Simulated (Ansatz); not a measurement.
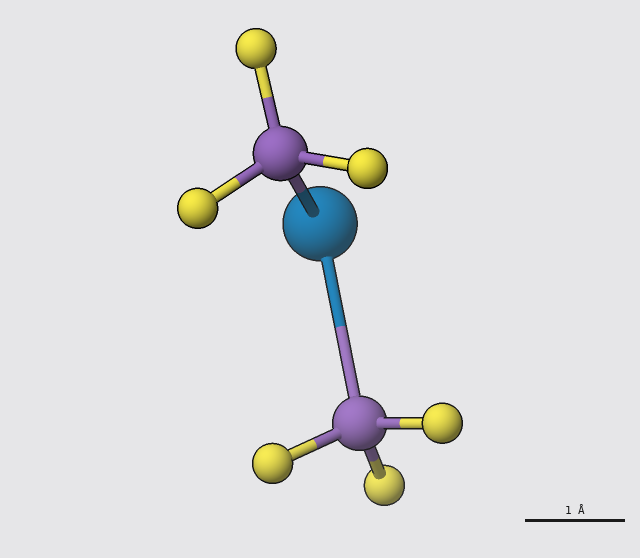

A ball-and-stick model of a molecule. Colours: carbon purple, antimony blue, hydrogen yellow.

State: neutral, doublet. The computed structure is the end point of a PBE0-D4/def2-TZVP optimisation.

> Which formula does it have?

C₂H₆Sb, 9 atoms: 2 carbon, 6 hydrogen and 1 antimony.

> How many sets of symmetry-equivalent atoms are there?

4: 2 C, 1 Sb, 4 H, 2 H.

> How many bonds of each kind are drawn?

6 C–H, 2 C–Sb.

> Give the symmetry (Schoenflies symbol).

C2v.

More results for the same structure follow; atom numbers are the same in all pictures, views and colours differ.

Geometry

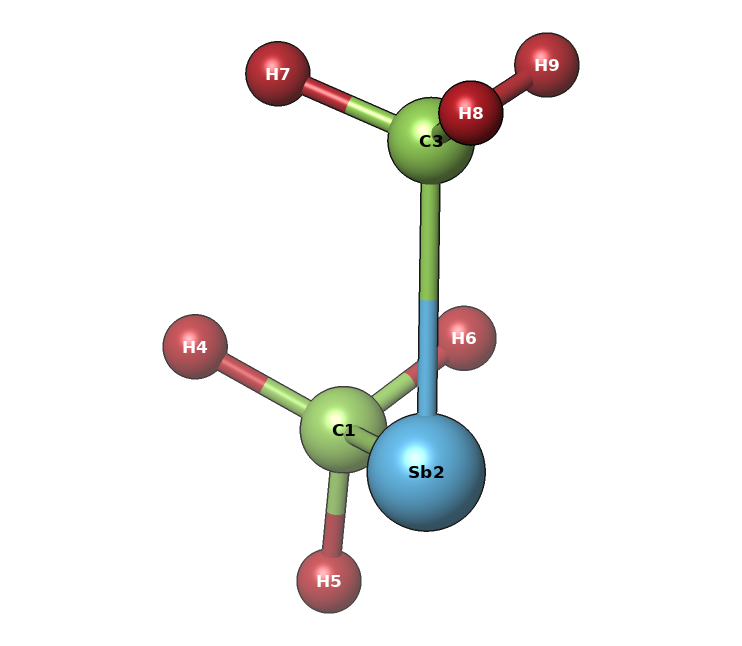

C1 lies behind Sb2. The molecule seen a little off the Sb2–C1 bond, Sb2 in front. Atoms fade into the background with distance from the viewer.

> What is the torsion angle C3–Sb2–C1–H4? The sign is positive where the front bond must turn clockwise to cover the back bond.

−60°, synclinal (gauche).

Charges

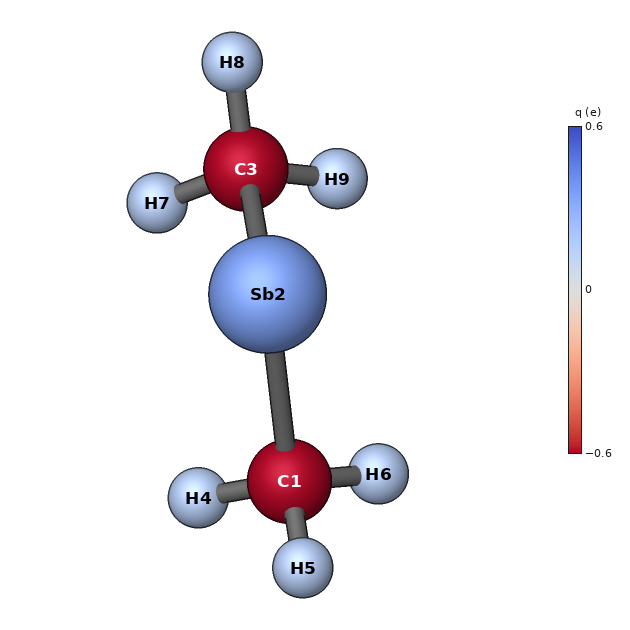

Atoms are coloured by their Mulliken charges. Level of theory: UKS PBE0-D4/def2-TZVP, core potentials on Sb (Ansatz 0.2.0).

> Which atom carries the highest charge (most positive or least negative)?

Sb2 (0.33 e).

> And the lowest?

C1, C3 (−0.59 e).

List the Mulliken charges.

```json
{"atom": "C1", "value (e)": "−0.59"}
{"atom": "Sb2", "value (e)": "0.33"}
{"atom": "C3", "value (e)": "−0.59"}
{"atom": "H4", "value (e)": "0.14"}
{"atom": "H5", "value (e)": "0.15"}
{"atom": "H6", "value (e)": "0.14"}
{"atom": "H7", "value (e)": "0.14"}
{"atom": "H8", "value (e)": "0.15"}
{"atom": "H9", "value (e)": "0.14"}
```

Vibrations

Harmonic vibrations computed with UKS PBE0-D4/def2-TZVP, core potentials on Sb (Ansatz 0.2.0) at a stationary point of the same level.

> List the wavenumbers.

21 modes: 100, 116, 172, 520, 522, 709, 710, 718, 838, 1218, 1231, 1442, 1442, 1452, 1455, 3055, 3056, 3146, 3147, 3163, 3163 cm⁻¹.

Electronic properties

Properties computed with UKS r2SCAN0-D4/def2-TZVPP, core potentials on Sb (Ansatz 0.2.0).

> Give the ⟨S²⟩ of the determinant at this level.

0.758.

> What is the HOMO energy (Kohn–Sham orbital)?

−5.78 eV.

> Give the dispersion correction at this level.

−4.4 kJ/mol.

Mulliken values depend strongly on the basis set and can even reverse the polarity of a bond.
